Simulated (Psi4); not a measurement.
# B3LYP/def2-TZVP run of HNO2 (nitrous acid)

Aim: the vertical ionisation energy of HNO2 (nitrous acid) at B3LYP/def2-TZVP, from 2 runs. 

The calculation is run with Psi4 1.11.

## 1. Starting point

The species is HNO2 (4 atoms), meant as a singlet with charge 0. SMILES: `O=NO`. The shape is that of a PBE0-D4/def2-TZVP optimisation.

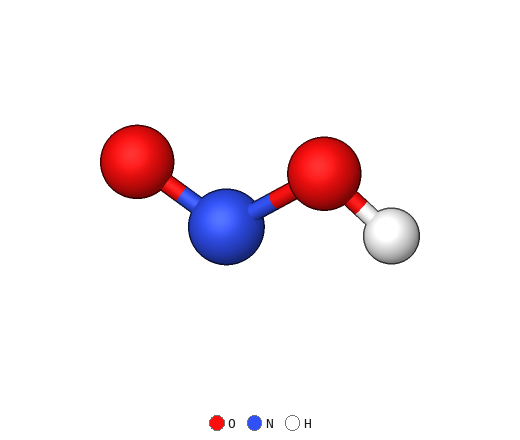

The structure, seen from a chosen angle (oxygen red, nitrogen blue, hydrogen white).

## 2. Energy and gradient at B3LYP/def2-TZVP

calc.py reads:

```python
import psi4

psi4.set_memory(2200000000)
psi4.set_num_threads(1)
psi4.set_output_file('hno2.out', False)

molecule = psi4.geometry("""
0 1
O      0.78168521     0.08925176     2.71602777
N      0.60499582    -0.79255114     0.71312595
O     -0.68530918     0.82138836    -0.93097358
H     -0.70135295    -0.11808899    -2.49818014
units bohr
symmetry c1
""")

options = {'basis': 'def2-TZVP', 'puream': True, 'e_convergence': 1e-09, 'd_convergence': 1e-08, 'scf_type': 'pk', 'dft_radial_points': 99, 'dft_spherical_points': 590}
psi4.set_options(options)

energy_value, wavefunction = psi4.gradient("b3lyp", return_wfn=True)
psi4.oeprop(wavefunction, "QUADRUPOLE", "MAYER_INDICES", "MULLIKEN_CHARGES", title="B3LYP")
print('gradient / Eh bohr^-1')
print(energy_value.np.round(6))
print(f'energy = {wavefunction.energy():.10f} Eh')
```

Launch:

```sh
python calc.py
```

hno2.out, shortened:

```text
[...]
  Running in c1 symmetry.
[...]
  Nuclear repulsion =   70.553867082187708
[...]
  Multiplicity = 1
[...]
  Nalpha       = 12
  Nbeta        = 12
[...]
    Number of basis functions: 99
[...]
   @RKS iter   1:  -205.66729666143391   -2.38770e-01   6.34443e-03 DIIS/ADIIS
[...]
   @RKS iter  11:  -205.79537806077727   -2.10321e-12   2.52540e-09 DIIS
[...]
    Orbital Energies [Eh]
    ---------------------
    Doubly Occupied:
       1A    -19.212918     2A    -19.206500     3A    -14.507090
       4A     -1.248885     5A     -1.076973     6A     -0.698973
       7A     -0.583455     8A     -0.524205     9A     -0.523562
      10A     -0.429542    11A     -0.367099    12A     -0.290681
[...]
  @RKS Final Energy:  -205.79537806077727
   => Energetics <=
    Nuclear Repulsion Energy =             70.5538670821877076
    One-Electron Energy =                -421.2074816916694431
    Two-Electron Energy =                 164.5607375986728869
    DFT Exchange-Correlation Energy =     -19.7025010499684079
    Empirical Dispersion Energy =           0.0000000000000000
    VV10 Nonlocal Energy =                  0.0000000000000000
    Total Energy =                       -205.7953780607772671
[...]
  -Total Gradient:
     Atom            X                  Y                   Z
    ------   -----------------  -----------------  -----------------
       1       -0.001471541692    -0.003385344121    -0.010298905938
       2       -0.004477155823     0.009950728200     0.001307938318
       3        0.005474324256    -0.007524975221     0.005882555486
       4        0.000476523388     0.000959074342     0.003114655189
[...]
 Multipole Moments:
 ------------------------------------------------------------------------------------
     Multipole            Electronic (a.u.)      Nuclear  (a.u.)        Total (a.u.)
 ------------------------------------------------------------------------------------
 L = 1.  Multiply by 2.5417464519 to convert [e a0] to [Debye]
 Dipole X            :          0.3472580           -0.4475488           -0.1002908
 Dipole Y            :         -0.2051408           -0.0906441           -0.2957849
 Dipole Z            :          0.8119711           -1.6187798           -0.8068087
 Magnitude           :                                                    0.8651516
 L = 2.  Multiply by 1.3450342976 to convert [e a0^2] to [Debye ang]
 Quadrupole XX       :        -23.1806647           10.9357497          -12.2449150
 Quadrupole XY       :          8.3172679           -7.5074382            0.8098297
[...]
  Mulliken Charges: (a.u.)
   Center  Symbol    Alpha    Beta     Spin     Total
       1     O     4.08410  4.08410  0.00000 -0.16820
       2     N     3.43655  3.43655  0.00000  0.12690
       3     O     4.13479  4.13479  0.00000 -0.26958
       4     H     0.34456  0.34456  0.00000  0.31088
   Total alpha = 12.00000, Total beta = 12.00000, Total charge = -0.00000
  Mayer Bond Indices:
[...]
```

On the terminal:

```text
gradient / Eh bohr^-1
[[-0.001472 -0.003385 -0.010299]
 [-0.004477  0.009951  0.001308]
 [ 0.005474 -0.007525  0.005883]
 [ 0.000477  0.000959  0.003115]]
energy = -205.7953780608 Eh
```

Run time: 9.3 s. Hardware: 1 thread of AMD EPYC 9R45 (Zen 5), shared host; peak memory 0.95 GiB.

## 3. The doublet cation: a single-point energy at UB3LYP/def2-TZVP

run.py reads:

```python
import numpy as np
from ase.calculators.psi4 import Psi4
from ase import Atoms

atoms = Atoms(['O', 'N', 'O', 'H'], positions=[
    [0.413650, 0.047230, 1.437260],
    [0.320150, -0.419400, 0.377370],
    [-0.362650, 0.434660, -0.492650],
    [-0.371140, -0.062490, -1.321980],
])
calc = Psi4(atoms=atoms, method='b3lyp', basis='def2-TZVP', memory='2200MB', num_threads=1, charge=1, multiplicity=2, label='calc', reference='uks')
calc.psi4.set_options({'puream': True, 'e_convergence': 1e-09, 'd_convergence': 1e-08, 'scf_type': 'pk', 'dft_radial_points': 99, 'dft_spherical_points': 590, 'maxiter': 100})
atoms.calc = calc

print(f'energy: {atoms.get_potential_energy():.6f} eV')
```

Launch:

```sh
python run.py
```

calc.dat, shortened:

```text
[...]
  Running in c1 symmetry.
[...]
  Nuclear repulsion =   70.553867106049779
[...]
  Multiplicity = 2
[...]
  Nalpha       = 12
  Nbeta        = 11
[...]
    Number of basis functions: 99
[...]
   @UKS iter   1:  -205.29489428575886    1.33632e-01   5.07497e-03 ADIIS/DIIS
[...]
   @UKS iter  15:  -205.38346284991101   -2.92744e-12   8.11820e-09 DIIS
[...]
   @S^2 Observed:                7.575302172E-01
[...]
    Orbital Energies [Eh]
    ---------------------
    Alpha Occupied:
       1A    -19.639386     2A    -19.576543     3A    -14.898014
       4A     -1.631856     5A     -1.434881     6A     -1.059298
       7A     -0.954888     8A     -0.891029     9A     -0.882342
      10A     -0.789459    11A     -0.707455    12A     -0.685522
    Alpha Virtual:
      13A     -0.449132    14A     -0.247111    15A     -0.203826
      16A     -0.072384    17A      0.004975    18A      0.039744
      19A      0.046607    20A      0.100575    21A      0.135716
      22A      0.152899    23A      0.173865    24A      0.184728
      25A      0.212083    26A      0.250264    27A      0.305084
[...]
  @UKS Final Energy:  -205.38346284991101
   => Energetics <=
    Nuclear Repulsion Energy =             70.5538671060497791
    One-Electron Energy =                -412.5805595315466121
    Two-Electron Energy =                 156.0054697116501359
    DFT Exchange-Correlation Energy =     -19.3622401360643082
    Empirical Dispersion Energy =           0.0000000000000000
    VV10 Nonlocal Energy =                  0.0000000000000000
    Total Energy =                       -205.3834628499110124
[...]
 Multipole Moments:
 ------------------------------------------------------------------------------------
     Multipole            Electronic (a.u.)      Nuclear  (a.u.)        Total (a.u.)
 ------------------------------------------------------------------------------------
 L = 1.  Multiply by 2.5417464519 to convert [e a0] to [Debye]
 Dipole X            :          0.4091843           -0.4475488           -0.0383645
 Dipole Y            :         -0.3474051           -0.0906441           -0.4380492
 Dipole Z            :          0.7864111           -1.6187798           -0.8323687
 Magnitude           :                                                    0.9413802
[...]
```

The script printed:

```text
energy: -5588.768691 eV
```

Wall time 12 s (1 thread of AMD EPYC 9R45 (Zen 5), shared host); peak memory 0.97 GiB.

## 4. Results

Level: B3LYP/def2-TZVP.

| quantity | value |
| --- | --- |
| singlet HNO2: total energy | -205.79538 Eh |
| singlet HNO2: dipole moment | 2.20 D |
| singlet HNO2: HOMO energy | -7.91 eV |
| singlet HNO2: LUMO energy | -2.45 eV |
| singlet HNO2: HOMO–LUMO gap | 5.46 eV |
| singlet HNO2: largest force on an atom | 0.566 eV/Å |
| doublet cation: total energy | -205.38346 Eh |
| doublet cation: HOMO energy (highest over α and β) | -18.65 eV |
| doublet cation: LUMO energy (lowest over α and β) | -14.55 eV |
| doublet cation: ⟨S²⟩ | 0.758 |
| vertical ionisation energy (to the doublet cation) | 11.209 eV |

What this shows: The vertical ionisation energy comes to 11.21 eV (1081 kJ/mol). The largest force (singlet HNO2) is 0.57 eV/Å: the shape isn't a stationary point for this species at this level. −ε(HOMO) before ionisation, 7.91 eV, is 3.30 eV below this ionisation energy.
